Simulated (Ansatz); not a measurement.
Base system: NaF in the rock salt structure (space group Fm-3m, No. 225; a = 4.629 Å).

Modification: every lattice vector is shortened by 2.50 %, atoms relaxed at fixed cell.

The values are results of Ansatz (a program for electronic structure) PBEsol, without spin-orbit coupling, not measurements.

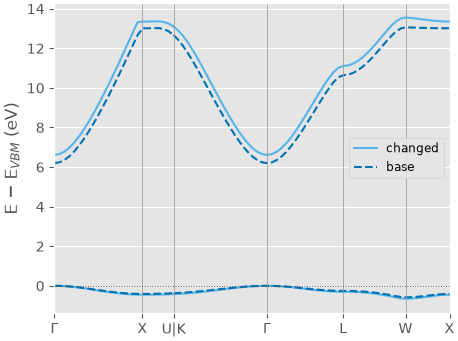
Figure: Highest valence and lowest conduction band along the path, each from its own valence-band maximum

The gap is 6.61 eV, direct at Γ; the base has 6.20 eV.

The cells carry an imposed strain or load. No phonon test of stability was made.
